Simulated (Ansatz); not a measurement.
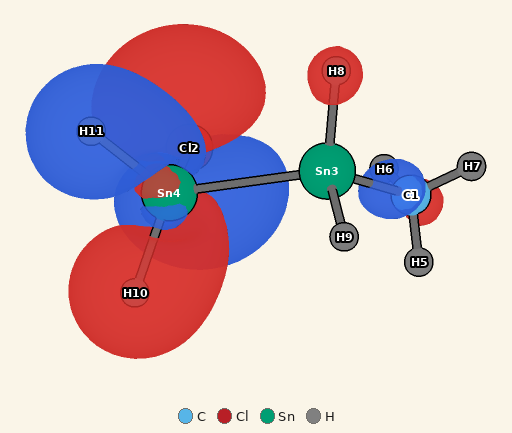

Figure. CH$_{7}$ClSn$_{2}$. The HOMO−1 at ±0.06 Å⁻³ᐟ² (red and blue are the two phases), seen from one side.

Geometry: PBE0-D3(BJ)/def2-SVP; core potentials replace the inner electrons of Sn.

The calculation used isolated molecule in a Gaussian basis; Kohn-Sham density functional theory, functional PBE0 in Ansatz 0.2.0.

```xyz
11

C    -1.3055   -2.0232    0.0797
Cl    0.8624   -0.2642   -2.8112
Sn    0.3456   -1.0672    1.0708
Sn    1.2976    0.8201   -0.7335
H    -2.2022   -1.3936    0.1584
H    -1.0453   -2.1493   -0.9803
H    -1.5064   -3.0033    0.5330
H     1.6021   -2.1874    1.4009
H    -0.1351   -0.3237    2.5419
H     0.4324    2.2991   -0.8290
H     2.9827    1.1390   -0.7498
```

Question: What is the character of this orbital?

Answer: By Hirshfeld shares it lies mainly on Cl2 (about 70 %), Sn4 (about 10 %), H11 (about 10 %) and H10 (about 10 %); largely a lone pair of Cl2. Its energy is −8.42 eV.
